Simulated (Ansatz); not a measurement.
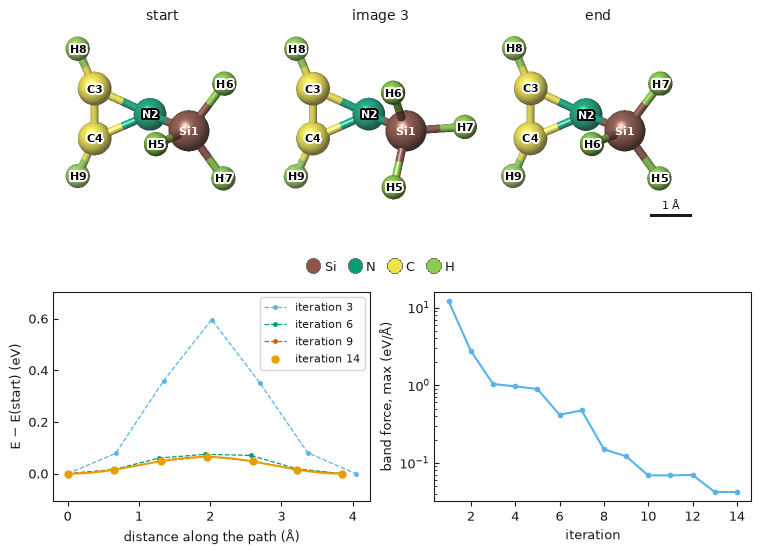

A nudged-elastic-band calculation for C$_{2}$H$_{5}$NSi. Images are numbered from 0 (start) to 6 (end). The plot follows the band through its iterations. A ball-and-stick model, seen at a tilt.

The calculation used RKS B3LYP/def2-SVP in Ansatz 0.2.0. Run with 5 movable images; climbing image; force threshold 0.05 eV/Å; iteration limit 56; starting path through a guess of the saddle point.

**Judge this run.**

The result is final at these settings. The band converged in 14 iterations. The largest component of the band force went from 12 to 0.042 eV/Å. The climbing image converged on the top of the path. Its vibrational analysis gives one imaginary mode (132i cm⁻¹), as a transition state must have. The first iteration put the highest image at 2.681 eV. The barrier is about 0.065 eV in both directions, with image 3 at the top; the ends have the same energy.
